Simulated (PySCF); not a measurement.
SMILES c1(C=C)ccc(S)cc1 at its GFN2-xTB optimised geometry (Å):

```
17

C     -1.0053    -3.1749    -0.0053
C     -1.4576    -1.9261    -0.0010
C     -0.6596    -0.7080     0.0000
C     -1.3117     0.5270     0.0008
C     -0.6090     1.7141     0.0008
C      0.7792     1.6910    -0.0001
S      1.7363     3.1763    -0.0010
C      1.4486     0.4720     0.0000
C      0.7373    -0.7080     0.0000
H     -1.6808    -4.0129    -0.0068
H      0.0434    -3.4172    -0.0089
H     -2.5282    -1.7589     0.0013
H     -2.3922     0.5566     0.0014
H     -1.1386     2.6566     0.0013
H      0.6992     4.0129    -0.0085
H      2.5282     0.4614    -0.0001
H      1.2773    -1.6417     0.0000
```

Level of theory: B3LYP/def2-SVP run with PySCF. Cells within 0.4 Å of a nucleus heavier than hydrogen are left out (blank, or x).

Map of the deformation density (molecule minus spherical neutral atoms) (e/bohr³) on the plane z = 0.0 Å:

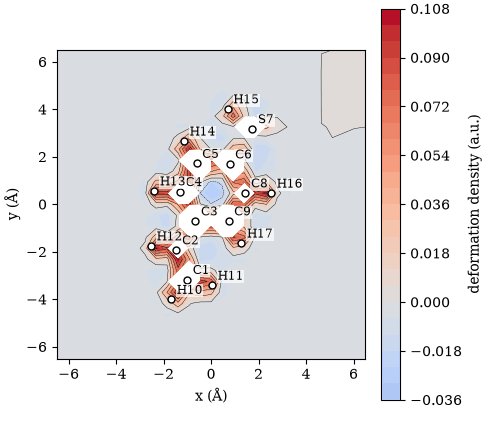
Figure: Deformation density (molecule minus spherical neutral atoms) (e/bohr³) on the plane z = 0.0 Å.
